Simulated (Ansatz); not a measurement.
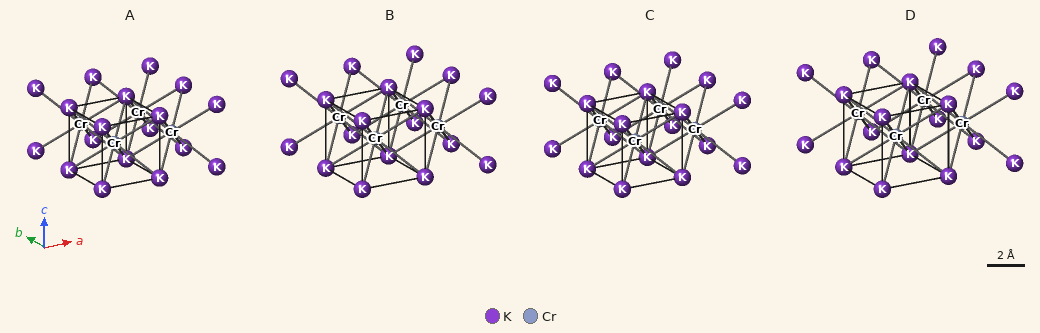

4 geometries from one relaxation of solid KCr (built on the caesium chloride_221 type) (coarse preliminary run), in shuffled order. A ball-and-stick model of the cell of the calculation, repeated 2 × 2 × 1 with one cell outlined, seen from a free direction.

Case: caesium chloride type (Pm-3m, No. 221).

Theory: DFT PBE, scalar-relativistic, plane waves, PAW (Ansatz). Settings: plane-wave cutoff 420 eV; k-point mesh 6 × 6 × 6; occupations gaussian; smearing width 0.1 eV; collinear spin; cell and atoms relaxed; force threshold 0.04 eV/Å; at most 70 steps.

Order the frames from highest to lowest energy.

Answer. A, C, B, D. They are steps 0, 1, 2, 7, at +0.642 eV per cell of the calculation, +0.267 eV per cell of the calculation, +95.2 meV per cell of the calculation relative to the last. After 5 accepted moves (7 points after the start) the energy has fallen by 0.642 eV per cell of the calculation. All forces vanish by symmetry, so only the cell relaxes. The pressure goes from 10.93 to 0.07 GPa. At 2 points the geometry stayed and the basis and grid were re-selected for the new cell (energy shift of 47.5 meV per cell of the calculation at most each time). The atoms keep their places relative to the cell (all moves are under 0.005 Å). The drawn cell changes as follows: a = b = c 3.676 → 4.249 Å (+15.6 %); the volume changes by +54.4 %. Near-neighbour distances that change, for instance: Cr–K 3.183 → 3.679 Å. The space group stays Pm-3m (No. 221). Cost: 22 s on 1 thread of Arm Neoverse V2 (shared host), peak memory 0.34 GiB.
